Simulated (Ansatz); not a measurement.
## Phonons of LuP (Fm-3m) against volume

Wanted: mode Grüneisen parameters of LuP (Fm-3m).

Program: Ansatz 0.2.0. Level of theory: DFT PBEsol, scalar-relativistic, plane waves, PAW; PAW set soft_1. Results are calculated unless marked as measured.

## (1) The starting structure

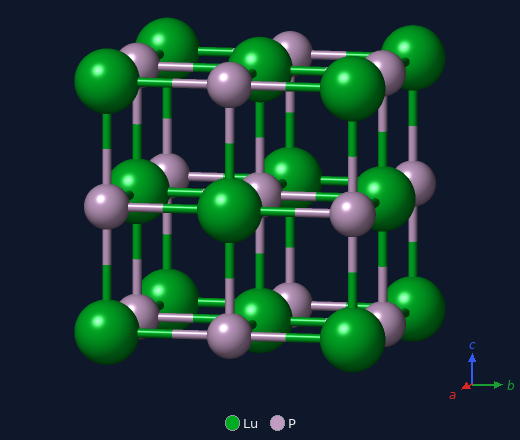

The cell as given, slightly off an axis (lutetium green, phosphorus pink). This picture shows the conventional cell, with its axes. Some periodic images of atoms are drawn too.

## (2) The dispersion

The cell comes from relaxations at this level that are not shown. Stability and thermal properties need the whole zone. Linear response on a 4×4×4 q mesh gives force constants as far as a supercell of that size would.

input.yaml reads:

```yaml
crystal:
  lattice:
    - [0.0, 2.7235563647, 2.7235563647]
    - [2.7235563647, 0.0, 2.7235563647]
    - [2.7235563647, 2.7235563647, 0.0]
  atoms:
    - { symbol: Lu, position: [0.0, 0.0, 0.0] }
    - { symbol: P, position: [0.5, 0.5, 0.5] }
kpoints:
  mp_grid: { grid: [16, 16, 16] }
hamiltonian:
  xc: pbesol
  pseudopotentials: { kind: paw, azcp: { folder: soft_1 }, xc_functional: pbe }
scf:
  occupations: { method: methfessel_paxton, width: 0.2 }
output:
  eigenvalues: true
phonons:
  method: dfpt
  qmesh: [4, 4, 4]
  temperatures: { t_max: 1000, t_step: 50 }
  qpath:
    path:
      - [[0.0, 0.0, 0.0], [0.5, 0.0, 0.5], [0.625, 0.25, 0.625]]
      - [[0.375, 0.375, 0.75], [0.0, 0.0, 0.0], [0.5, 0.5, 0.5], [0.5, 0.25, 0.75], [0.5, 0.0, 0.5]]
    npoints: 10
```

On the command line:

```sh
$ ansatz run input.yaml --threads 4 --pin off --max-ram 10240MiB --backend cpu --events-out ev --progress --plain --runs-dir out
```

Numbers of over 12 decimals in the logs are rounded to 6 here.

The program printed:

```text
Engine: ansatz 0.2.0, aarch64-unknown-linux-gnu
Pseudopotentials: kind: paw
Pseudopotential: Lu, paw, valence charge 25, recommended cutoff 420 eV (normal), soft_1/Lu.paw.azcp
Pseudopotential: P, paw, valence charge 5, recommended cutoff 420 eV (normal), soft_1/P.paw.azcp
Functional definition: PBEsol
  exchange = pbesol_x
  correlation = pbesol_c
Crystal: 2 atoms, lattice volume = 40.405 Å³
Basis set: ecut = 420 eV, 749 PW (Γ), exchange–correlation on 54×54×54 points (8 copies of the dense FFT grid, shifted against one another)
Bands: 19, of which v1, the nominal top of the filled ones, is band 15 counted from 1 (14 counted from 0)
Symmetry: 48 space group operations
k-points: 145 of 4096
Non-local potential: Lu, projectors of the file, l = 0: 3, l = 1: 2, l = 2: 2, l = 3: 3
Non-local potential: P, projectors of the file, l = 0: 2, l = 1: 2, l = 2: 1
PAW form: soft (Blöchl's): semilocal exchange-correlation on the pseudo side does not see the compensation charge
PAW frozen core: Lu, regenerated for the run's functional, and the local potential with it (the file was generated under x = pbe(κ = 0.804, μ = 0.219515), c = pbe(β = 0.066725))
PAW frozen core: P, regenerated for the run's functional, and the local potential with it (the file was generated under x = pbe(κ = 0.804, μ = 0.219515), c = pbe(β = 0.066725))
PAW one-centre angular grid: Lu, 590 points (default); XC on 64 Gauss nodes
PAW one-centre angular grid: P, 110 points (default); XC on 64 Gauss nodes
Initial density: superposition of atomic densities (chi_scale 0.1, normalization cell, long waves kept (reshape's long-wave potential 0.00 eV rms))
Initial wavefunctions: pseudopotential atomic-orbital guess
Functional: x = pbesol(κ = 0.804, μ = 0.123457), c = pbesol(β = 0.046)
SCF iter   1: F=—  HF=-15355.418372 eV  |F-HF|=—  |Δ(HF+E_count)|=         —  Δρ=2.83e-2  dr2=2.79e-1  ethr=3.10e-3  ⟨swp⟩=6.2  Hψ=16818  notcnv=0
preconditioner: auto → Kerker (q_TF=auto, 2.596 Å⁻¹)  [metal: Δε(μ)=0.086 eV  Ē_g=12.994 eV  σ=0.200 eV  W_gap=0.35  n_scr=14 (ndim 8)  ℏωp=30.9 eV  f_vac=0.000  D(μ)=0.23/eV (n_scr^D=0)]
SCF iter   2: F=—  HF=-15355.375021 eV  |F-HF|=—  |Δ(HF+E_count)|=   4.34e-2  S|Δr|=    0.00e0  Δρ=1.78e-2  dr2=1.08e-1  ethr=9.29e-4  ⟨swp⟩=2.1  Hψ=5708  notcnv=0
SCF iter   3: F=—  HF=-15355.359422 eV  |F-HF|=—  |Δ(HF+E_count)|=   1.56e-2  S|Δr|=    0.00e0  Δρ=2.58e-3  dr2=1.79e-3  ethr=3.61e-4  ⟨swp⟩=2.0  Hψ=4473  notcnv=0
SCF iter   4: F=—  HF=-15355.359838 eV  |F-HF|=—  |Δ(HF+E_count)|=   4.16e-4  S|Δr|=    0.00e0  Δρ=8.88e-4  dr2=2.28e-4  ethr=5.97e-6  ⟨swp⟩=2.7  Hψ=5175  notcnv=0
SCF iter   5: F=—  HF=-15355.359950 eV  |F-HF|=—  |Δ(HF+E_count)|=   1.12e-4  S|Δr|=    0.00e0  Δρ=3.69e-4  dr2=4.51e-5  ethr=7.61e-7  ⟨swp⟩=3.4  Hψ=6254  notcnv=0
SCF iter   6: F=—  HF=-15355.359866 eV  |F-HF|=—  |Δ(HF+E_count)|=   8.34e-5  S|Δr|=    0.00e0  Δρ=3.13e-4  dr2=2.51e-5  ethr=1.50e-7  ⟨swp⟩=3.9  Hψ=8098  notcnv=0
SCF iter   7: F=—  HF=-15355.359848 eV  |F-HF|=—  |Δ(HF+E_count)|=   1.82e-5  S|Δr|=    0.00e0  Δρ=8.31e-5  dr2=2.02e-6  ethr=8.37e-8  ⟨swp⟩=3.4  Hψ=6408  notcnv=0
SCF iter   8: F=—  HF=-15355.359847 eV  |F-HF|=—  |Δ(HF+E_count)|=   1.06e-6  S|Δr|=    0.00e0  Δρ=3.04e-5  dr2=2.91e-7  ethr=6.72e-9  ⟨swp⟩=3.0  Hψ=6477  notcnv=0
SCF iter   9: F=—  HF=-15355.359847 eV  |F-HF|=—  |Δ(HF+E_count)|=   6.04e-8  S|Δr|=    0.00e0  Δρ=5.77e-6  dr2=1.33e-8  ethr=9.69e-10  ⟨swp⟩=2.0  Hψ=4428  notcnv=0
SCF iter  10: F=—  HF=-15355.359847 eV  |F-HF|=—  |Δ(HF+E_count)|=   4.11e-9  S|Δr|=    0.00e0  Δρ=4.75e-7  dr2=4.72e-11  ethr=4.44e-11  ⟨swp⟩=2.6  Hψ=5489  notcnv=0
SCF iter  11: F=-15355.359847 eV  HF=-15355.359847 eV  |F-HF|=5.46e-12  |Δ(HF+E_count)|=  4.18e-11  S|Δr|=    0.00e0  Δρ=1.61e-7  dr2=4.83e-12  ethr=1.00e-12  ⟨swp⟩=11.0  Hψ=23661  notcnv=0
SCF 1 converged in 11 iterations: F = -15355.359847 eV  dr2 = 4.83e-12
  greatest PAW one-centre occupation: 0.998 electrons in one spin orbital (limit 2), on the Lu atom at site 0 (counted from 0), in its partial waves of l = 0
Initial density: read from a saved state, or passed on in memory by an earlier SCF of this step, an earlier step, the calling program or the single point that the run made first
iter 1 solved again at ethr=1.71e-8 eV; its pass at ethr=3.10e-3 eV (dr2=5.14e-6 eV) is discarded
SCF iter   1: F=—  HF=-15355.359847 eV  |F-HF|=—  |Δ(HF+E_count)|=         —  Δρ=5.32e-7  dr2=3.44e-11  ethr=1.71e-8  ⟨swp⟩=6.1  Hψ=31887  notcnv=0
eigensolver tolerance schedule: the retry pair's looser diagonalisation over-reported the residual by 149286.76 of it (diagonalisation noise at 4.71 of the residual, at the tolerance the schedule requests for it); recorded, not acted on — ethr = c·dr2/N_el stays at c = 1.0e-1
preconditioner: auto → Kerker (q_TF=auto, 2.596 Å⁻¹)  [metal: Δε(μ)=0.050 eV  Ē_g=12.946 eV  σ=0.200 eV  W_gap=0.21  n_scr=14 (ndim 8)  ℏωp=30.9 eV  f_vac=0.000  D(μ)=0.26/eV (n_scr^D=0)]
SCF iter   2: F=—  HF=-15355.359847 eV  |F-HF|=—  |Δ(HF+E_count)|=   5.82e-7  S|Δr|=    0.00e0  Δρ=2.38e-7  dr2=9.22e-12  ethr=1.00e-12  ⟨swp⟩=6.5  Hψ=22539  notcnv=0
SCF iter   3: F=-15355.359847 eV  HF=-15355.359847 eV  |F-HF|=1.82e-12  |Δ(HF+E_count)|=  3.64e-12  S|Δr|=    0.00e0  Δρ=1.59e-7  dr2=3.93e-12  ethr=1.00e-12  ⟨swp⟩=2.4  Hψ=7457  notcnv=0
SCF 2 converged in 3 iterations: F = -15355.359847 eV  dr2 = 3.93e-12
phonons: the bands overlap, so this run is a metal and interpolates without the dipole-dipole term. If the crystal is really an insulator or semiconductor, its LO-TO splitting is missing
NSCF: frozen V_eff on 145 k-points
NSCF: frozen V_eff on 349 k-points
DFPT response loops at q = (0, 0, 0) (fractional): preconditioner auto → Kerker (q_TF=auto, 2.596 Å⁻¹) (partly filled bands, converged f_vac=0.000); β = 1.00, the filter's whole step (`scf.mixing.beta` (0.50) is not read by the response loops under this deck's `scf.mixing.preconditioner`; to damp them name `kerker` or `kerker_dos`, under which they read `scf.mixing.beta`, and type it under 1.00, their step now; both keys bind the ground state too); Broyden in place of MSR1
NSCF: frozen V_eff on 4352 k-points
DFPT response loops at q = (0, 0, 0.25) (fractional): mixed as the last ones told, above
NSCF: frozen V_eff on 2196 k-points
DFPT response loops at q = (0, 0, -0.5) (fractional): mixed as the last ones told, above
NSCF: frozen V_eff on 2320 k-points
DFPT response loops at q = (0, 0.25, 0.25) (fractional): mixed as the last ones told, above
NSCF: frozen V_eff on 8192 k-points
DFPT response loops at q = (0, 0.25, -0.5) (fractional): mixed as the last ones told, above
NSCF: frozen V_eff on 4352 k-points
DFPT response loops at q = (0, 0.25, -0.25) (fractional): mixed as the last ones told, above
NSCF: frozen V_eff on 1242 k-points
DFPT response loops at q = (0, -0.5, -0.5) (fractional): mixed as the last ones told, above
NSCF: frozen V_eff on 2320 k-points
DFPT response loops at q = (0.25, -0.5, -0.25) (fractional): mixed as the last ones told, above
SCF converged after 11 iterations
Stability not checked: this state was not tested for a lower state beside it, because cold or Methfessel-Paxton smearing, or corrected tetrahedra, fill the levels in a way that the test cannot read (fill_not_monotonic; see scf.lower_state_search)
Free energy (F): -15355.359847 eV
Harris-Foulkes:  -15355.359847 eV  (|F-HF|=5.46e-12)
Internal energy: -15355.359722 eV  (E = F + TS)
E sigma→0 (E₀):  -15355.359816 eV
Entropy (-TS):   -0.000126 eV (-0.063 meV/atom)
Fermi energy:    13.001459 eV
--- Per-component energies (eV) ---
  E_band       = 28.048256
  E_kinetic    = 491.367277
  E_local      = -7149.991419  (includes V_loc(G=0)·N_el)
  E_nonlocal   = 716.147384
  E_hartree    = 3009.185573
  E_xc         = -280.989823
  E_vxc        = -316.456003  (∫ρ·V_xc dr)
  E_paw        = -7843.140525  (= ΣΔE_a)
  E_vpaw       = 268.610045  (= ΣTr[D̂ρ^β])
  E_aug_tail   = -0.000018  (compensation charges beyond the density's cutoff)
  E_ewald      = -4299.176152
  E_core_change = 1.237981  (= ΣΔE_core)
  E_smearing   = -0.000126  (= −TS)
  E_closure    = 0.000000  (closes the sum)
  Σ components = -15355.359847   (vs F -15355.359847, Δ=0.00e0)
--- Band table (eV; the first three rows and the last of 145) ---
  k-point 0: bands = [... 11 lower, 8.7481, 13.7084, 13.7084, 13.7084, 14.5519, 14.5519, 14.5519, 15.4567]
  k-point 1: bands = [... 11 lower, 8.7482, 13.1730, 13.3723, 13.3723, 14.6860, 14.6860, 14.8179, 15.8131]
  k-point 2: bands = [... 11 lower, 8.7484, 12.2498, 12.7912, 12.7912, 14.9376, 14.9376, 15.0745, 16.6027]
  k-point 144: bands = [... 11 lower, 8.7444, 10.2767, 10.2767, 10.3386, 16.2855, 16.2855, 16.7329, 18.9492]
--- Phonons (Γ-DFPT): 2 representative perturbations + reference (Σ response iterations 6) ---
  ASR residual: 1.393e-4 → 0.000e0 eV/Å²; symmetrization residual: 2.282e-6 eV/Å²
  ASR residual per site (eV/Å²): 1.39e-4 3.59e-5
  Γ frequencies (cm⁻¹): 0.00 0.00 0.00 260.19 260.19 260.19
--- Phonons (arbitrary-q DFPT): 8 irreducible q on the 4×4×4 mesh ---
  q = [0.0000, 0.0000, 0.0000] (star 1, of the zone-centre solve; hermiticity 6.96e-7, symmetrization 3.34e-12): -0.00 -0.00 0.00 260.19 260.19 260.19
  q = [0.0000, 0.0000, 0.2500] (star 8, 2 solved perturbations on 2176 of 4096 k-point pairs; hermiticity 1.95e-7, symmetrization 1.43e-12): 75.30 75.30 107.33 268.09 268.09 314.90
  q = [0.0000, 0.0000, -0.5000] (star 4, 2 solved perturbations on 1098 of 4096 k-point pairs; hermiticity 8.97e-14, symmetrization 3.14e-12): 104.86 104.86 159.05 273.85 273.85 324.79
  q = [0.0000, 0.2500, 0.2500] (star 6, 4 solved perturbations in 3616 linear systems a pass and spin channel, the states on 1160 of 4096 k-point pairs; hermiticity 4.33e-7, symmetrization 6.23e-13): 62.48 62.48 118.92 270.94 270.94 304.14
  q = [0.0000, 0.2500, -0.5000] (star 24, 4 solved perturbations in 12544 linear systems a pass and spin channel, the states on 4096 of 4096 k-point pairs; hermiticity 5.11e-7, symmetrization 2.03e-12): 97.64 105.26 128.76 274.22 290.76 312.08
  q = [0.0000, 0.2500, -0.2500] (star 12, 4 solved perturbations in 6672 linear systems a pass and spin channel, the states on 2176 of 4096 k-point pairs; hermiticity 8.06e-7, symmetrization 4.05e-13): 83.67 104.60 140.62 277.71 289.18 315.00
  q = [0.0000, -0.5000, -0.5000] (star 3, 4 solved perturbations in 1940 linear systems a pass and spin channel, the states on 621 of 4096 k-point pairs; hermiticity 1.22e-6, symmetrization 1.43e-12): 86.47 86.47 106.87 264.66 264.66 305.29
  q = [0.2500, -0.5000, -0.2500] (star 6, 4 solved perturbations in 3498 linear systems a pass and spin channel, the states on 1160 of 4096 k-point pairs; hermiticity 1.04e-6, symmetrization 1.19e-12): 98.61 98.61 127.21 295.88 295.88 300.13
  sum rule: each row above includes the acoustic sum rule's correction from the zone centre's row sums; it moved no ω² by more than (0.56 cm⁻¹)²
  mesh force constants: q→R imaginary residual 3.76e-18; ASR residual 1.393e-4 → 0.000e0 eV/Å²; symmetrization residual 1.066e-14 eV/Å²
  interpolated dispersion: 62 rows × 6 modes
  density of states and harmonic sums: on the 20×20×20 q-mesh, interpolated from the force constants of a 4×4×4 supercell (no non-analytic term)
  largest difference from the sums on the solved wave vectors: F 1.25e-2 eV, S 1.65e-5 and C_V 4.01e-6 eV/K
  zero-point energy: 0.073053 eV/cell   skipped modes (ω ≤ 0): 3   left out of the sums: 6.25e-5 of the cell's modes: C_V's classical limit lies that fraction below 3 k_B per atom; for a crystal, a wire or a layer, F and S can be off by more, and a phonons.interpolated_qmesh denser along its periods is the remedy for the sampling
```

It took 15 min on 4 threads of Arm Neoverse V1, shared host; peak memory 6 GiB.

This step gave:

```
volume per atom                                            : 20.20 Å³
gap on the k-mesh                                          : 0 eV
sum-rule residual before enforcement                       : 1.39e-4 eV/Å²
lowest frequency on the path                               : 0 cm⁻¹
point group                                                : m-3m
highest frequency on the path or at a solved wavevector    : 326.4 cm⁻¹
mean frequency                                             : 196.4 cm⁻¹
Debye temperature (second moment)                          : 406 K
logarithmic mean frequency                                 : 170.1 cm⁻¹
highest optical mode at the zone centre (no LO-TO term)    : 260.2 cm⁻¹
lowest optical zone-centre mode                            : 260.2 cm⁻¹
lowest mode on the q mesh (acoustic modes at Γ apart)      : 62.48 cm⁻¹
zero-point energy per atom                                 : 36.53 meV
heat capacity at 300 K                                     : 22.85 J/(mol atoms K)
vibrational entropy at 300 K                               : 31.12 J/(mol atoms K)
edges of the widest gap between branches, on path and mesh : 159.1, 260.2 cm⁻¹
```

Frequencies (cm⁻¹) solved at each irreducible wavevector; negative means imaginary. Frequencies by wavevector, by row:

| q in reciprocal lattice units | star | mode 1 | mode 2 | mode 3 | mode 4 | mode 5 | mode 6 |
| --- | --- | --- | --- | --- | --- | --- | --- |
| 0 0 0 | 1 | 0 | 0 | 0 | 260.2 | 260.2 | 260.2 |
| 0 0 0.25 | 8 | 75.3 | 75.3 | 107.3 | 268.1 | 268.1 | 314.9 |
| 0 0 -0.5 | 4 | 104.9 | 104.9 | 159.1 | 273.9 | 273.9 | 324.8 |
| 0 0.25 0.25 | 6 | 62.5 | 62.5 | 118.9 | 270.9 | 270.9 | 304.1 |
| 0 0.25 -0.5 | 24 | 97.6 | 105.3 | 128.8 | 274.2 | 290.8 | 312.1 |
| 0 0.25 -0.25 | 12 | 83.7 | 104.6 | 140.6 | 277.7 | 289.2 | 315 |
| 0 -0.5 -0.5 | 3 | 86.5 | 86.5 | 106.9 | 264.7 | 264.7 | 305.3 |
| 0.25 -0.5 -0.25 | 6 | 98.6 | 98.6 | 127.2 | 295.9 | 295.9 | 300.1 |

Symmetry leaves 8 wavevectors to solve. The lowest mode among them, the acoustic zeros apart, lies at q = (0, 0.25, 0.25) and is real, 62.5 cm⁻¹.

## (3) Relaxing at another volume, volume ratio 0.97

The volume is scaled by 0.97 and held; symmetry leaves nothing to relax, so this is a single point. The modes can then be followed against volume.

input.yaml, the sections that differ from step 2:

```yaml
crystal:
  lattice:
    - [0.0, 2.6960438133, 2.6960438133]
    - [2.6960438133, 0.0, 2.6960438133]
    - [2.6960438133, 2.6960438133, 0.0]
  atoms:
    - { symbol: Lu, position: [0.0, 0.0, 0.0] }
    - { symbol: P, position: [0.5, 0.5, 0.5] }
output:
  forces: true
  stress: true
  eigenvalues: true
  write_density: true
  write_potential: true
  elf: true
  volumetric_format: npy
# kpoints, hamiltonian, scf: as in step 2
# phonons: removed
```

The program printed:

```text
[...]
Crystal: 2 atoms, lattice volume = 39.193 Å³
Basis set: ecut = 420 eV, 749 PW (Γ), exchange–correlation on 54×54×54 points (8 copies of the dense FFT grid, shifted against one another)
Bands: 19, of which v1, the nominal top of the filled ones, is band 15 counted from 1 (14 counted from 0)
Symmetry: 48 space group operations
[...]
k-points: 145 of 4096
[...]
--- Band table (eV; the first three rows and the last of 145) ---
  k-point 0: bands = [... 11 lower, 9.3155, 14.2482, 14.2482, 14.2482, 14.9976, 14.9976, 14.9976, 15.9395]
  k-point 1: bands = [... 11 lower, 9.3156, 13.6840, 13.8835, 13.8835, 15.1406, 15.1406, 15.2955, 16.3214]
  k-point 2: bands = [... 11 lower, 9.3158, 12.7423, 13.2732, 13.2732, 15.3996, 15.3996, 15.5733, 17.1483]
  k-point 144: bands = [... 11 lower, 9.3098, 10.7147, 10.7147, 10.7823, 16.8125, 16.8125, 17.3239, 19.5849]
[key lines of the parts left out:]
SCF converged after 9 iterations
Free energy (F): -15355.348604 eV
Fermi energy:    13.472958 eV
P = ⅓ Tr σ = 3.0429 GPa (30.429 kbar)
```

It took 3.1 s on 4 threads; peak memory 0.4 GiB; 11 s of CPU time.

This step gave:

* pressure: 3.043 GPa
* volume per atom: 19.60 Å³

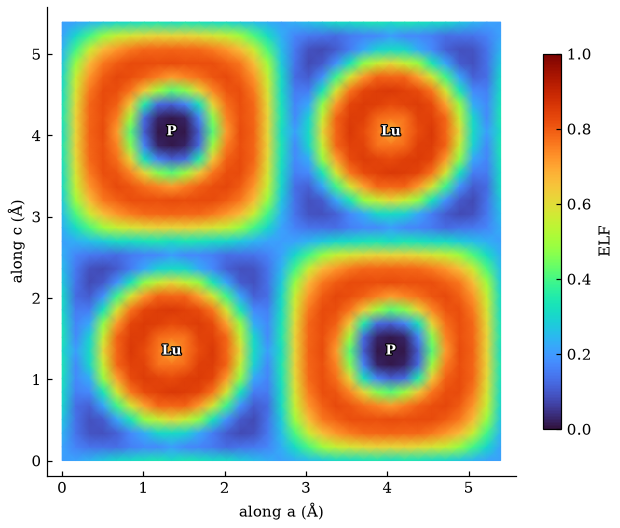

ELF in the ac plane of the conventional cell at fractional y = 0.000, with atoms of Lu and P within 0.2 Å of it. It is the smooth field of the valence electrons, not physical close to the nuclei. The map starts off the cell's origin, so that atoms lie inside it.

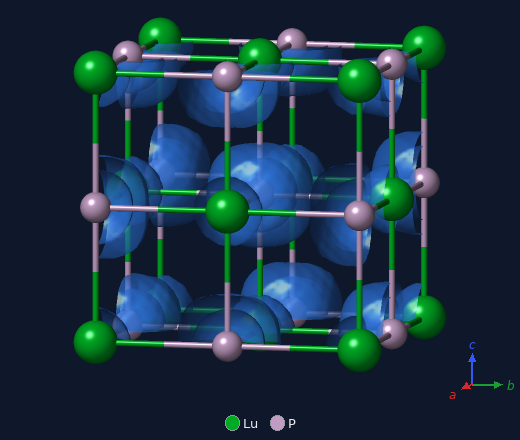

Surface of ELF = 0.78.

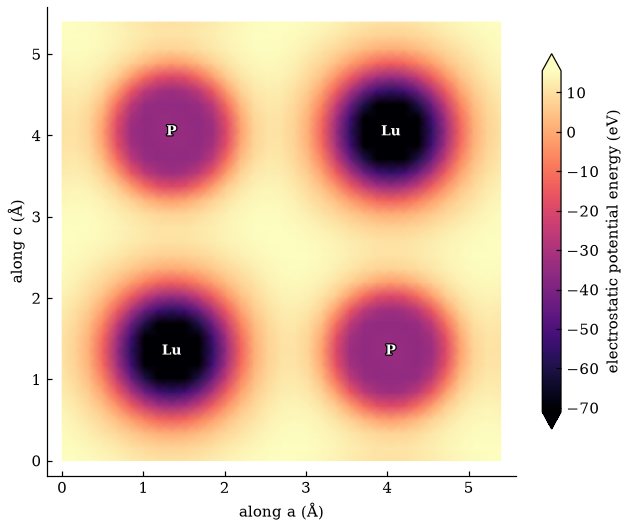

Electrostatic potential energy in the ac plane of the conventional cell at fractional y = 0.000, with atoms of Lu and P within 0.2 Å of it. With pseudopotentials it is smooth inside the atoms' cores, unlike the true potential. The map starts off the cell's origin, so that atoms lie inside it.

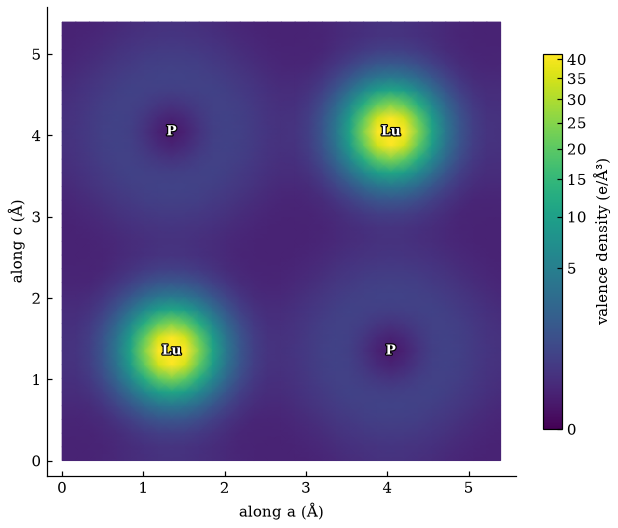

Valence density in the ac plane of the conventional cell at fractional y = 0.000, with atoms of Lu and P within 0.2 Å of it. It is the smooth field of the valence electrons, not physical close to the nuclei. The map starts off the cell's origin, so that atoms lie inside it. The colour scale is stretched toward low values.

The run ends at a pressure of 3.04 GPa.

(Continued in part 2 of 2.)

[Logs are printed without paths, hosts, clocks, repeated set-up lines and the standing remarks that a program may print on its own settings, such as how far it seeks lower states.]

[Hosts, paths, dates, database ids (printed as entryN), source tags and the programs' standing remarks are cut or masked in the printed files.]
